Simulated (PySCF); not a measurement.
# C2H5B: the cost of one run

Programs: PySCF 2.14.0, with density-fitted response routines of our own. Each step states its level of theory. These are calculated values for one molecule in the gas phase, unless marked as measured. Atoms are numbered from 0 throughout.

## 1. Starting geometry

8 atoms, charge 0, multiplicity 1; geometry from: PBE0-D3(BJ)/def2-SVP.

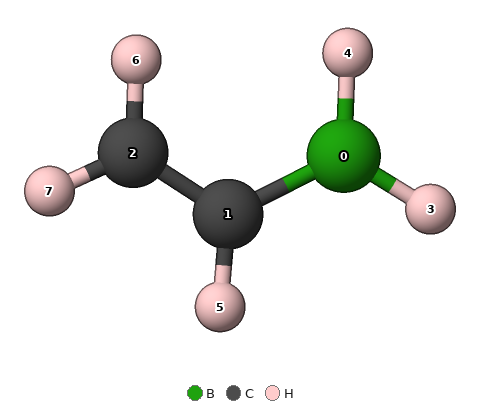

As it starts; boron green, carbon dark grey, hydrogen pink, atoms numbered.

## 2. Excited states and response: wB97X-D/def2-SVPD

The job: settings as JSON, then the geometry in Å.

```
{"job": {"kind": "uv", "xc": "wB97X-D", "basis": "def2-SVPD", "ip": true}, "charge": 0, "multiplicity": 1}
B      1.239421     0.026824    -0.138870
C     -0.186073    -0.546888    -0.015551
C     -1.262353     0.259040    -0.092256
H      2.222176    -0.672322    -0.044090
H      1.377903     1.214444    -0.334274
H     -0.361038    -1.617902     0.146455
H     -1.144581     1.336674    -0.253296
H     -2.291024    -0.109310     0.001005
```

Level: TDDFT wB97X-D/def2-SVPD, vertical, gas phase, core orbitals frozen in the response.

Command:

```console
$ OMP_NUM_THREADS=1 python probes_run.py task.json out
```

One launch serves the whole session: the jobs run in the order shown.

**Question.** How long does this first job take on 1 thread of Arm Neoverse V1, shared host, and how much memory does it need?

About 27 s, with a peak of 0.45 GiB.
